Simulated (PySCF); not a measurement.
**C5H7ClN2Si: density, localisation and related maps**

The calculation's input:

```
{"job": {"kind": "nmr", "xc": "PBE0", "basis": "pcSseg-1"}, "charge": 0, "multiplicity": 1}
C     -3.264769    -0.730461     0.378753
N     -2.092707    -1.187549     0.308723
C     -0.995550    -0.387422     0.085361
C     -0.899783     0.983077    -0.321264
C      0.421039     1.268896    -0.415020
N      1.168682     0.162178    -0.081657
Si     2.914842     0.089486    -0.143129
Cl     3.486275    -1.533696     0.870655
C      0.292541    -0.845071     0.210777
H     -3.542991     0.323855     0.296486
H     -4.067941    -1.434617     0.540514
H     -1.711746     1.652494    -0.525782
H      0.911187     2.181243    -0.692928
H      3.332859    -0.020305    -1.537941
H      3.406112     1.301216     0.503400
H      0.634351    -1.814381     0.511641
```

Launched as:

```sh
OMP_NUM_THREADS=1 python probes_run.py task.json out
```

Geometry: GFN2-xTB.

Computed with PBE0/pcSseg-1, SCF density, gas phase, non-relativistic in PySCF 2.14.0.

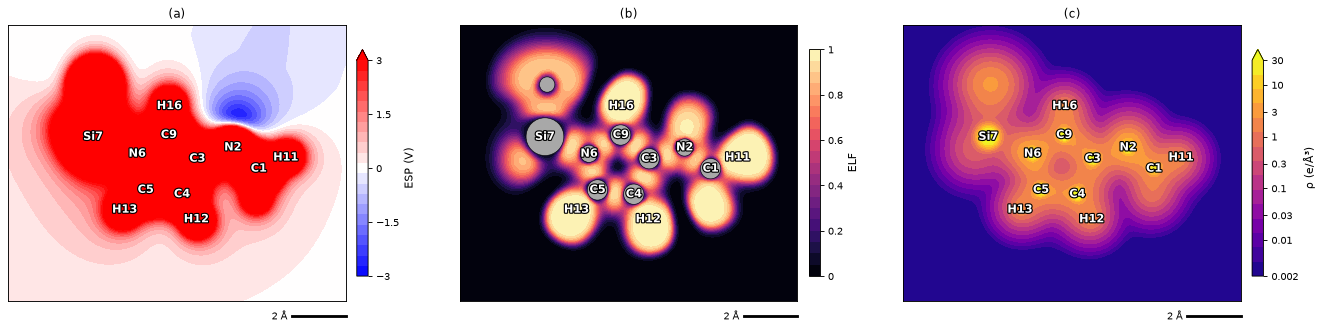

Figure 1. (a) molecular electrostatic potential; (b) ELF; (c) electron density on the plane of atoms C4, C5 and N6. Grey discs cover the atomic cores in the ELF map.

Question: Read the bonding off the picture.

Answer: The section cuts through C, N, Si and H sites.
C–N (1.26 Å): ρ at the midpoint is about 2.8 e/Å³; the ELF peaks at about 0.90 between the atoms: a multiple bond.
C–C (1.35 Å): ρ at the midpoint is about 2.2 e/Å³; the ELF peaks at about 0.95 between the atoms; localised, covalent bonding.
Si–N (1.75 Å): ρ at the midpoint is about 1.1 e/Å³; the ELF peaks at about 0.95 between the atoms (a shared but strongly polarised pair).
C–H (1.07 Å): ρ is about 2.1 e/Å³ halfway; the ELF climbs to about 1 towards the hydrogen, as it does in any bond to H (an ordinary covalent bond to hydrogen).
C–N (1.37 Å): ρ is about 2.2 e/Å³ halfway; the ELF peaks at about 0.90 between the atoms (a covalent bond).
The ELF also peaks beside N2 and Cl8, away from the bonds: lone-pair regions.
Outside the dense part of the molecule the potential is most negative (−2.6 V) near N2.

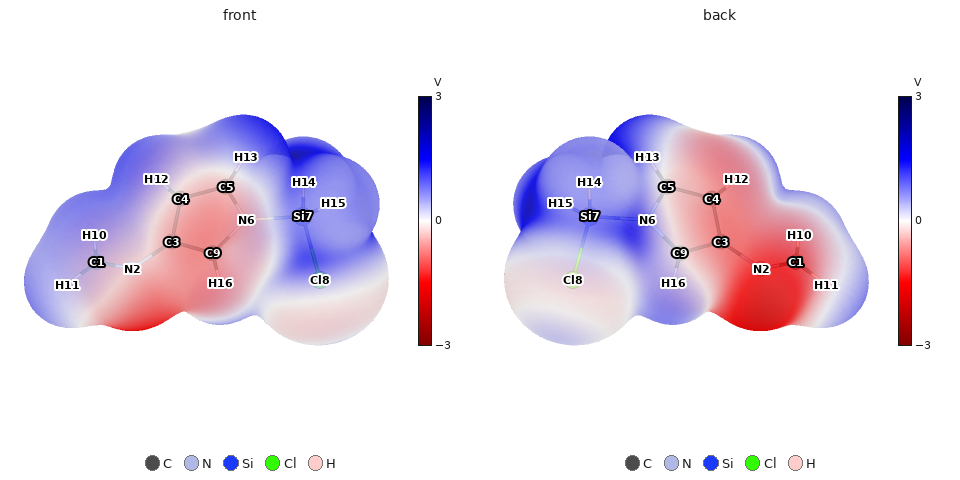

Figure 2. The molecular electrostatic potential painted on the density surface at 0.002 e/bohr³, seen from the front and from behind; red is negative and blue positive.

Question: Where is the surface potential most negative and most positive?

Answer: The most negative region (about −1.8 V) lies over N2, the most positive (about +2.0 V) over Si7. N2 is the likeliest acceptor of a hydrogen bond.

Question: How polar is the molecule by this calculation?

Answer: Its dipole moment is 2.71 D.
